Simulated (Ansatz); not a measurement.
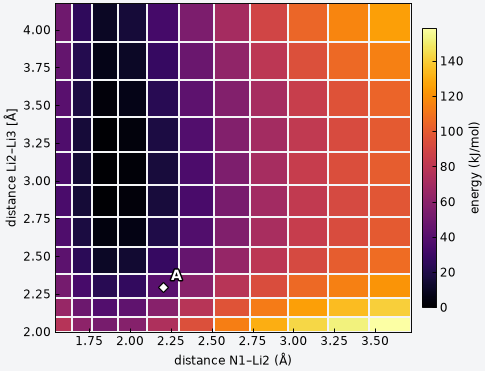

The system N + Li₂, spin multiplicity 4. Coordinates scanned: (1) distance N1–Li2; (2) distance Li2–Li3. Nothing is relaxed (the angle N1–Li2–Li3 is fixed at 120 degrees). Grid: 11 × 11 points. All energies are given in kJ/mol relative to the lowest grid point. Energies and slopes of some neighbouring points disagree (a jump in structure or state, or too coarse a mesh). The D4 coefficients can switch as the alkali atoms part, which puts small steps into the map. Level of theory: UKS PBE0-D4/def2-SVPD (Ansatz 0.2.0).

The picture shows one coloured cell a grid point, the point A.

> Is A at rest? If not, where is it pushed?

A, at distance N1–Li2 = 2.200 Å, distance Li2–Li3 = 2.295 Å, is not a stationary point. The computed force is 88 kJ/mol for each Å towards smaller values of distance N1–Li2 and 97.9 kJ/mol for each Å towards larger values of distance Li2–Li3.
